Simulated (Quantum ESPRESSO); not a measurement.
# AlGaAs2 (P-4m2): zone-centre phonons

Which modes does AlGaAs2 (P-4m2) have at the zone centre?

Calculated with Quantum ESPRESSO 7.5; DFT LDA, scalar-relativistic, plane waves, GBRV ultrasoft pseudopotentials.

The structure was built from a prototype and need not be the compound's stable phase.

### Step 1. The starting structure

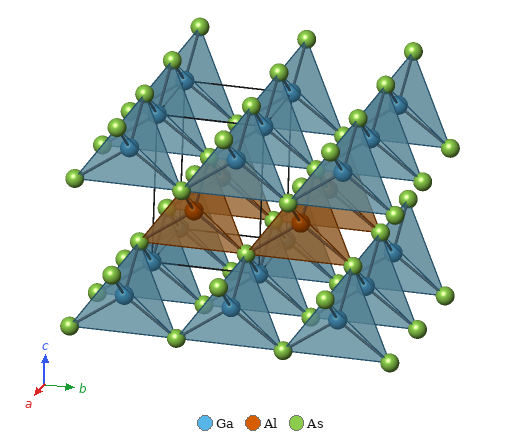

The cell as given, slightly off an axis (gallium blue, aluminium orange, arsenic green). 2×2×1 cells are drawn. Some periodic images of atoms are drawn too.

As a file:

```cif
data_structure
_symmetry_space_group_name_H-M 'P 1'
_symmetry_Int_Tables_number 1
_cell_length_a 3.9987
_cell_length_b 3.9987
_cell_length_c 5.6550
_cell_angle_alpha 90.000
_cell_angle_beta 90.000
_cell_angle_gamma 90.000
_cell_volume 90.42
loop_
_atom_site_label
_atom_site_type_symbol
_atom_site_fract_x
_atom_site_fract_y
_atom_site_fract_z
_atom_site_occupancy
Ga1 Ga 0.00000 0.00000 0.00000 1
Al2 Al 0.50000 0.50000 0.50000 1
As3 As 0.00000 0.50000 0.75000 1
As4 As 0.50000 0.00000 0.25000 1
```

### Step 2. A probe with smearing

Before anything dear is run, a loose run with smearing shows whether this is a metal and how far the cell is from rest.

probe.in

```
 &control
    calculation='scf',
    prefix='x',
    outdir='./tmp',
    pseudo_dir='./pseudo',
    tprnfor=.true.,
    tstress=.true.,
    verbosity='high',
 /
 &system
    ibrav=6,
    celldm(1)=7.55642678,
    celldm(3)=1.41421356,
    nat=4,
    ntyp=3,
    ecutwfc=50.0,
    ecutrho=300.0,
    occupations='smearing',
    smearing='gaussian',
    degauss=0.01,
 /
 &electrons
    conv_thr=1.0d-07,
    mixing_beta=0.7,
    electron_maxstep=100,
 /
ATOMIC_SPECIES
 Ga     69.7230  Ga.upf
 Al     26.9815  Al.upf
 As     74.9216  As.upf
ATOMIC_POSITIONS crystal
 Ga     0.000000000   0.000000000   0.000000000
 Al     0.500000000   0.500000000   0.500000000
 As     0.000000000   0.500000000   0.750000000
 As     0.500000000   0.000000000   0.250000000
K_POINTS automatic
 4 4 4 0 0 0
```

Launch:

```bash
OMP_NUM_THREADS=1 mpirun -n 4 pw.x -nk 4 -in probe.in > probe.out
```

Output:

```text
[banners, grids, parts of the stress and lines that vanish by symmetry left out]
Program PWSCF v.7.5
     bravais-lattice index     =            6
     lattice parameter (alat)  =       7.5564  a.u.
[...]
kinetic-energy cutoff     =      50.0000  Ry
     charge density cutoff     =     300.0000  Ry
     scf convergence threshold =      1.0E-07
[...]
Exchange-correlation= SLA  PZ   NOGX NOGC
                           (   1   1   0   0   0   0   0)
[...]
8 Sym. Ops. (no inversion) found
[...]
(     0          1          0      )
                  (     0          0          1      )
[...]
(  0.0000000  1.0000000  0.0000000 )
                  (  0.0000000  0.0000000  1.0000000 )
[...]
(     0         -1          0      )
                  (     0          0          1      )
[...]
(     0          0         -1      )
[...]
( -1.0000000  0.0000000  0.0000000 )
                  (  0.0000000  0.0000000 -1.0000000 )
[...]
number of k points=    18  Gaussian smearing, width (Ry)=  0.0100
[...]
End of self-consistent calculation
[...]
the Fermi energy is     6.2871 ev
!    total energy              =    -501.33598042 Ry
[...]
convergence has been achieved in   9 iterations
[...]
atom    1 type  1   force =     0.00000000    0.00000000    0.00000000
     atom    2 type  2   force =     0.00000000    0.00000000    0.00000000
     atom    3 type  3   force =     0.00000000    0.00000000   -0.00054627
     atom    4 type  3   force =     0.00000000    0.00000000    0.00054627
[...]
Total force =     0.000773     Total SCF correction =     0.000046
[...]
total   stress  (Ry/bohr**3)                   (kbar)     P=       -9.54
[...]
XML data file, charge density, pseudopotentials, collected wavefunctions

   JOB DONE.
```

Run time: 11 s. Hardware: 4 MPI ranks of Intel Xeon at 2.70GHz, shared host; 43 s of CPU time.

Read from the output:

```yaml
volume_per_atom: 22.61 Å³
pressure: -0.9537 GPa
gap_on_the_k_mesh: 0.9138 eV
```

A gap of 0.91 eV opens on this mesh, so the crystal is taken as an insulator; the start stands at -0.95 GPa.

### Step 3. Relaxation

The relaxation runs at a cutoff a fifth above that of the response, since stress converges more slowly with the basis than frequencies do. Forces and stress are brought to rest with tight thresholds.

relax.in

```
 &control
    calculation='vc-relax',
    prefix='x',
    outdir='./tmp',
    pseudo_dir='./pseudo',
    tprnfor=.true.,
    tstress=.true.,
    forc_conv_thr=2.0d-05,
    etot_conv_thr=1.0d-07,
    nstep=40,
 /
 &system
    ibrav=6,
    celldm(1)=7.55642678,
    celldm(3)=1.41421356,
    nat=4,
    ntyp=3,
    ecutwfc=60,
    ecutrho=360.0,
    occupations='fixed',
    nbnd=18,
 /
 &electrons
    conv_thr=1.0d-11,
    mixing_beta=0.7,
    electron_maxstep=100,
 /
 &ions
 /
 &cell
    press_conv_thr=0.2,
 /
ATOMIC_SPECIES
 Ga     69.7230  Ga.upf
 Al     26.9815  Al.upf
 As     74.9216  As.upf
ATOMIC_POSITIONS crystal
 Ga     0.000000000   0.000000000   0.000000000
 Al     0.500000000   0.500000000   0.500000000
 As     0.000000000   0.500000000   0.750000000
 As     0.500000000   0.000000000   0.250000000
K_POINTS automatic
 6 6 4 0 0 0
```

Launch:

```bash
OMP_NUM_THREADS=1 mpirun -n 4 pw.x -nk 4 -in relax.in > relax.out
```

Output:

```text
[banners, grids, parts of the stress and lines that vanish by symmetry left out]
[banner, memory and clock lines left out]
Program PWSCF v.7.5

[...]
kinetic-energy cutoff     =      60.0000  Ry
     charge density cutoff     =     360.0000  Ry
     scf convergence threshold =      1.0E-11
[...]
energy convergence thresh.=      1.0E-07
     force convergence thresh. =      2.0E-05
     press convergence thresh. =      2.0E-01
     Exchange-correlation= SLA  PZ   NOGX NOGC
                           (   1   1   0   0   0   0   0)
[...]
8 Sym. Ops. (no inversion) found
[...]
number of k points=    30
[...]
End of self-consistent calculation
[...]
highest occupied, lowest unoccupied level (ev):     5.8107    6.7331
!    total energy              =    -501.34360008 Ry
[...]
convergence has been achieved in  12 iterations
[...]
atom    1 type  1   force =     0.00000000    0.00000000    0.00000000
     atom    2 type  2   force =     0.00000000    0.00000000    0.00000000
     atom    3 type  3   force =     0.00000000    0.00000000    0.00006906
     atom    4 type  3   force =     0.00000000    0.00000000   -0.00006906
     Total force =     0.000098     Total SCF correction =     0.000003
[...]
total   stress  (Ry/bohr**3)                   (kbar)     P=      -12.15
[...]
number of bfgs steps    =   0
[...]
CELL_PARAMETERS (alat=  7.55642678)
[...]
ATOMIC_POSITIONS (crystal)
Ga               0.0000000000        0.0000000000        0.0000000000
Al               0.5000000000        0.5000000000        0.5000000000
As               0.0000000000        0.5000000000        0.7500064621
As               0.5000000000        0.0000000000        0.2499935379
[...]
New effective cutoffs (rho, wfc):  361.53   60.28
[...]
End of self-consistent calculation
[...]
highest occupied, lowest unoccupied level (ev):     5.8788    6.8393
!    total energy              =    -501.34385509 Ry
[...]
convergence has been achieved in   7 iterations
[...]
atom    1 type  1   force =     0.00000000    0.00000000    0.00000000
     atom    2 type  2   force =     0.00000000    0.00000000    0.00000000
     atom    3 type  3   force =     0.00000000    0.00000000    0.00006875
     atom    4 type  3   force =     0.00000000    0.00000000   -0.00006875
     Total force =     0.000097     Total SCF correction =     0.000002
[...]
total   stress  (Ry/bohr**3)                   (kbar)     P=       -7.79
[...]
number of bfgs steps    =   1
[...]
CELL_PARAMETERS (alat=  7.55642678)
[...]
ATOMIC_POSITIONS (crystal)
[...]
New effective cutoffs (rho, wfc):  364.03   60.70
[...]
End of self-consistent calculation
[...]
highest occupied, lowest unoccupied level (ev):     5.9770    6.9739
!    total energy              =    -501.34402075 Ry
[...]
convergence has been achieved in   9 iterations
[...]
atom    1 type  1   force =     0.00000000    0.00000000    0.00000000
     atom    2 type  2   force =     0.00000000    0.00000000    0.00000000
     atom    3 type  3   force =     0.00000000    0.00000000    0.00003660
     atom    4 type  3   force =     0.00000000    0.00000000   -0.00003660
     Total force =     0.000052     Total SCF correction =     0.000000
[...]
total   stress  (Ry/bohr**3)                   (kbar)     P=       -1.30
[...]
convergence has been achieved in   9 iterations
[...]
Total force =     0.000063     Total SCF correction =     0.000000
[...]
total   stress  (Ry/bohr**3)                   (kbar)     P=        0.03
[...]
number of bfgs steps    =   7
[...]
highest occupied, lowest unoccupied level (ev):     5.9918    6.9991
!    total energy              =    -501.34403113 Ry
[...]
convergence has been achieved in   7 iterations
[...]
Total force =     0.000049     Total SCF correction =     0.000000
[...]
total   stress  (Ry/bohr**3)                   (kbar)     P=        0.00
[...]
number of bfgs steps    =   8
[...]
small trust_radius: resetting bfgs history
[...]
New effective cutoffs (rho, wfc):  365.65   60.99
[...]
highest occupied, lowest unoccupied level (ev):     5.9918    6.9991
!    total energy              =    -501.34403113 Ry
[...]
convergence has been achieved in   5 iterations
[...]
Total force =     0.000036     Total SCF correction =     0.000000
[...]
total   stress  (Ry/bohr**3)                   (kbar)     P=        0.00
[...]
number of bfgs steps    =   9
[...]
Message from routine bfgs :: compute_trust_radius:
[...]
small trust_radius: resetting bfgs history
[...]
CELL_PARAMETERS (alat=  7.55642678)
[...]
ATOMIC_POSITIONS (crystal)
[...]
New effective cutoffs (rho, wfc):  365.65   60.99
[...]
End of self-consistent calculation
[...]
highest occupied, lowest unoccupied level (ev):     5.9918    6.9991
!    total energy              =    -501.34403114 Ry
[...]
convergence has been achieved in   5 iterations
[...]
atom    1 type  1   force =     0.00000000    0.00000000    0.00000000
     atom    2 type  2   force =     0.00000000    0.00000000    0.00000000
     atom    3 type  3   force =     0.00000000    0.00000000   -0.00001872
     atom    4 type  3   force =     0.00000000    0.00000000    0.00001872
     Total force =     0.000026     Total SCF correction =     0.000000
[...]
total   stress  (Ry/bohr**3)                   (kbar)     P=        0.00
[...]
bfgs converged in  11 scf cycles and  10 bfgs steps
[...]
End of BFGS Geometry Optimization
     Final enthalpy           =    -501.3440311352 Ry
     File ./tmp/x.bfgs deleted, as requested
[...]
CELL_PARAMETERS (alat=  7.55642678)
[...]
ATOMIC_POSITIONS (crystal)
[...]
As               0.0000000000        0.5000000000        0.7500082837
As               0.5000000000        0.0000000000        0.2499917163
[...]
Final scf calculation at the relaxed structure.
[...]
kinetic-energy cutoff     =      60.0000  Ry
     charge density cutoff     =     360.0000  Ry
     scf convergence threshold =      1.0E-13
[...]
press convergence thresh. =      2.0E-01
     Exchange-correlation= SLA  PZ   NOGX NOGC
                           (   1   1   0   0   0   0   0)
[...]
8 Sym. Ops. (no inversion) found
[...]
number of k points=    30
[...]
c_bands:  1 eigenvalues not converged
     c_bands:  1 eigenvalues not converged
[...]
End of self-consistent calculation
[...]
highest occupied, lowest unoccupied level (ev):     5.9919    6.9991
!    total energy              =    -501.34398031 Ry
[...]
convergence has been achieved in  15 iterations
[...]
atom    1 type  1   force =     0.00000000    0.00000000    0.00000000
     atom    2 type  2   force =     0.00000000    0.00000000    0.00000000
     atom    3 type  3   force =     0.00000000    0.00000000   -0.00002029
     atom    4 type  3   force =     0.00000000    0.00000000    0.00002029
     Total force =     0.000029     Total SCF correction =     0.000000
[...]
total   stress  (Ry/bohr**3)                   (kbar)     P=        0.07
[...]
XML data file, charge density, pseudopotentials, collected wavefunctions
```

Wall time 3 min (4 MPI ranks).

Relaxation path:

```csv
step,energy less that of the first step (eV),largest force (eV/Å),pressure (GPa),volume (Å³)
1,0.0000,0.0018,-1.22,90.42
2,-0.0035,0.0018,-0.78,89.86
3,-0.0057,0.0009,-0.13,89.07
4,-0.0058,0.0003,0.01,88.90
5,-0.0058,0.0001,0.02,88.89
6,-0.0058,0.0004,0.02,88.89
7,-0.0059,0.0009,0.01,88.89
8,-0.0059,0.0011,0.00,88.91
9,-0.0059,0.0009,0.00,88.91
10,-0.0059,0.0007,0.00,88.91
11,-0.0059,0.0005,0.00,88.91
12,-0.0052,0.0005,0.01,88.91
```

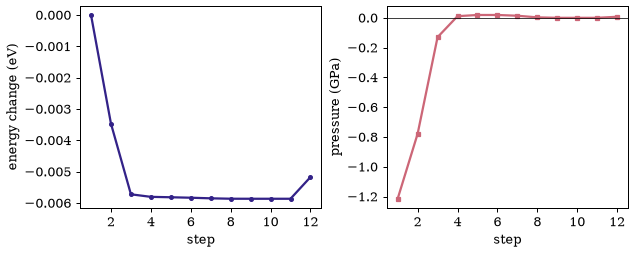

Energy and pressure along the relaxation.

```csv
"conventional cell, symmetrised",before,after,change
a (Å),3.999,3.982,-0.4 %
b (Å),3.999,3.982,-0.4 %
c (Å),5.655,5.608,-0.8 %
volume (Å³/atom),22.61,22.23,-1.7 %
```

Final coordinates:

```
CELL_PARAMETERS angstrom
3.98156 0.00000 0.00000
0.00000 3.98156 0.00000
0.00000 0.00000 5.60840
ATOMIC_POSITIONS crystal
Ga 0.00000 0.00000 0.00000
Al 0.50000 0.50000 0.50000
As 0.00000 0.50000 0.75001
As 0.50000 0.00000 0.24999
```

The last row of the table of steps is pw.x's closing run on a basis chosen anew for the final cell, so its energy can jump.

Numbers from this step:

```
volume per atom   : 22.23 Å³
pressure          : 0.006667 GPa
gap on the k-mesh : 1.007 eV
```

The volume changes by -1.7 % from the cell with which this run began.

### Step 4. Ground state

The response is built on this ground state, so it is converged far tighter than an energy would need. With a gap, occupations are fixed, which also allows the response to an electric field.

scf.in

```
 &control
    calculation='scf',
    prefix='x',
    outdir='./tmp',
    pseudo_dir='./pseudo',
    tprnfor=.true.,
    tstress=.true.,
 /
 &system
    ibrav=6,
    celldm(1)=7.52406134,
    celldm(3)=1.40859316,
    nat=4,
    ntyp=3,
    ecutwfc=50.0,
    ecutrho=300.0,
    occupations='fixed',
    nbnd=18,
 /
 &electrons
    conv_thr=1.0d-12,
    mixing_beta=0.7,
    electron_maxstep=100,
 /
ATOMIC_SPECIES
 Ga     69.7230  Ga.upf
 Al     26.9815  Al.upf
 As     74.9216  As.upf
ATOMIC_POSITIONS crystal
 Ga     0.000000000   0.000000000   0.000000000
 Al     0.500000000   0.500000000   0.500000000
 As     0.000000000   0.500000000   0.750008284
 As     0.500000000   0.000000000   0.249991716
K_POINTS automatic
 8 8 4 0 0 0
```

Launch:

```bash
OMP_NUM_THREADS=1 mpirun -n 4 pw.x -nk 4 -in scf.in > scf.out
```

Output:

```text
[banners, grids, parts of the stress and lines that vanish by symmetry left out]
[banner, memory and clock lines left out]
Program PWSCF v.7.5

[...]
kinetic-energy cutoff     =      50.0000  Ry
     charge density cutoff     =     300.0000  Ry
     scf convergence threshold =      1.0E-12
[...]
Exchange-correlation= SLA  PZ   NOGX NOGC
                           (   1   1   0   0   0   0   0)
[...]
8 Sym. Ops. (no inversion) found
[...]
number of k points=    45
[...]
End of self-consistent calculation
[...]
highest occupied, lowest unoccupied level (ev):     5.9899    6.9988
!    total energy              =    -501.34415985 Ry
[...]
convergence has been achieved in  15 iterations
[...]
atom    1 type  1   force =     0.00000000    0.00000000    0.00000000
     atom    2 type  2   force =     0.00000000    0.00000000    0.00000000
     atom    3 type  3   force =     0.00000000    0.00000000    0.00003455
     atom    4 type  3   force =     0.00000000    0.00000000   -0.00003455
     Total force =     0.000049     Total SCF correction =     0.000000
[...]
total   stress  (Ry/bohr**3)                   (kbar)     P=        0.01
[...]
XML data file, charge density, pseudopotentials, collected wavefunctions
```

Run time: 27 s. Hardware: 4 MPI ranks.

Read from the output:

* pressure: 3.33e-4 GPa
* gap on the k-mesh: 1.009 eV

The cell stands at 3.3e-4 GPa, close enough for phonons.

(Continued in part 2 of 3.)

[Host names and launcher messages were left out of these logs when they were recorded.]

[Logs are printed without paths, hosts, clocks, repeated set-up lines and the standing remarks that a program may print on its own settings, such as how far it seeks lower states.]

[Hosts, paths, dates, database ids (printed as entryN), source tags and the programs' standing remarks are cut or masked in the printed files.]
